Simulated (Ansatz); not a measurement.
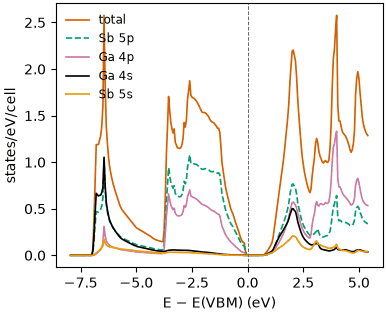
Total and projected density of states of GaSb (zinc blende, F-43m), r²SCAN (plane waves, PAW; program Ansatz)

### Question
Which orbitals carry the states next to the gap?

### Answer
Top 1 eV of the valence band: Sb 5p 69 %, Ga 4p 28 %. Bottom 1 eV of the conduction band: Ga 4s 31 %, Sb 5p 29 %, Ga 4p 21 %, Sb 5s 15 %, outside the projected shells 5 %. Projections are on Löwdin-orthogonalised atomic valence shells; empty p or d shells of many metals are not among them.

### Question
Where is the tallest occupied peak in this window, and what makes it?

### Answer
Near -6.4 eV, about 2.6 states/eV per cell; the largest projected share is Ga 4s.

The cell was relaxed with r²SCAN under the symmetry of its start; of distortions, only those at the zone centre were tested. Spin–orbit coupling is left out wherever it is not named.

Potentials: the earlier of the program's two PAW sets.
